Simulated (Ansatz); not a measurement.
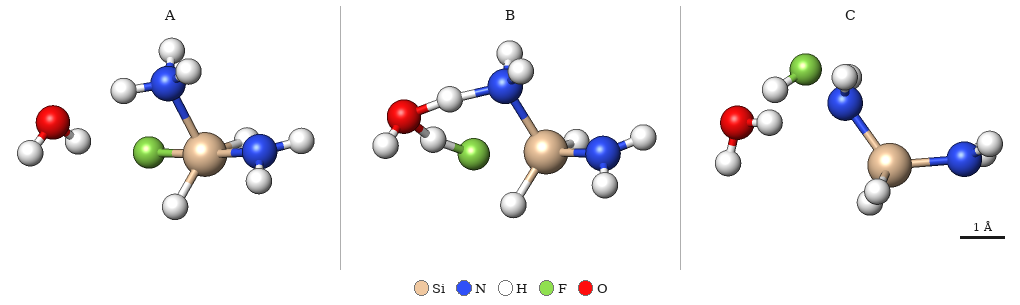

Three geometries of SiN₂H₉OF: a saddle point and the two minima that it joins, in shuffled order. A ball-and-stick model, seen at a tilt. Sticks join atoms that are closer than about 1.2 times the sum of their covalent radii (a little more with hydrogen).

Stationary points at PBE0-D4/def2-TZVP, single-point energies with B2PLYP, CCSD(T), B97M-V, B3LYP-D4, RPA@PBE, BHLYP-D4 (def2-TZVPP where no basis is named; Ansatz 0.2.0). The energies are electronic, without zero-point or thermal terms, and both ends are the minima reached downhill from the saddle, with any fragments still in contact.

Which frame is the transition state, what reaction does it lead through, and what barrier is to be expected?

Answer. Frame B is the saddle point. Counted by bonded pieces, C holds HF + H₂O + SiH₆N₂ and A holds H₂O + SiH₇N₂F. From C over the saddle to A, bonds form: F–Si (4.09 → 2.19 → 1.74 Å), H–N (1.87 → 1.30 → 1.03 Å), H–O (1.59 → 1.18 → 0.98 Å). Bonds break: F–H (0.96 → 1.16 → 1.78 Å), H–O (0.99 → 1.21 → 1.87 Å). The saddle has one imaginary mode, 1063i cm⁻¹. With B2PLYP the barrier is 15.6 kcal/mol from C and 17.1 kcal/mol from A, and A lies 1.5 kcal/mol below C.

```csv
level,barrier from C (kcal/mol),barrier from A (kcal/mol),A less C (kcal/mol)
B2PLYP,15.6,17.1,−1.5
CCSD(T),16.0,18.4,−2.3
B97M-V,15.6,20.6,−5.0
B3LYP-D4,14.5,16.1,−1.5
RPA@PBE,15.2,17.6,−2.3
BHLYP-D4,18.0,20.0,−2.0
```
